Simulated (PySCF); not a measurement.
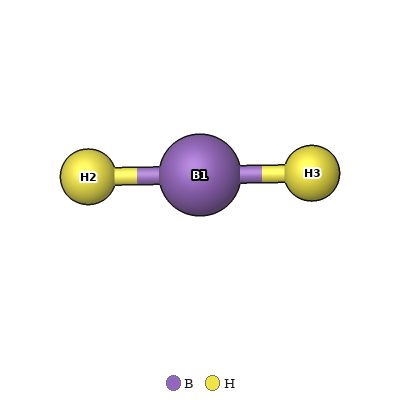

The molecule: BH₂⁺, singlet.

Unscaled harmonic wavenumbers and double-harmonic intensities, PBE0/def2-TZVP with PySCF, isolated molecule. The structure is the lowest of the points that a search from linear and bent starts found. Degenerate modes count as one line, with their intensities summed. Lorentzian lines of 12 cm⁻¹ full width. Close modes add up in the curve.

**Predict the infrared spectrum.**

The most intense lines (point group D∞h) lie at 990.6 cm⁻¹ (66.8 km/mol, πu) and 2945.6 cm⁻¹ (41.2 km/mol, σu+). It has no imaginary mode, so it is a minimum.

| cm⁻¹ | km/mol | symmetry |
| --- | --- | --- |
| 990.6 | 66.8 | πu (×2) |
| 2657.6 | 0.0 | σg+ |
| 2945.6 | 41.2 | σu+ |

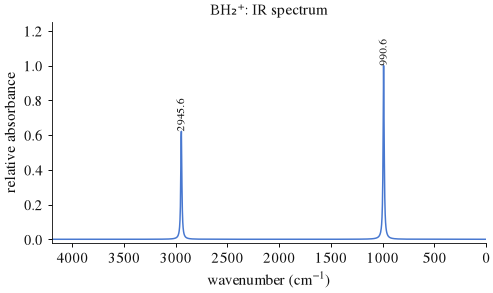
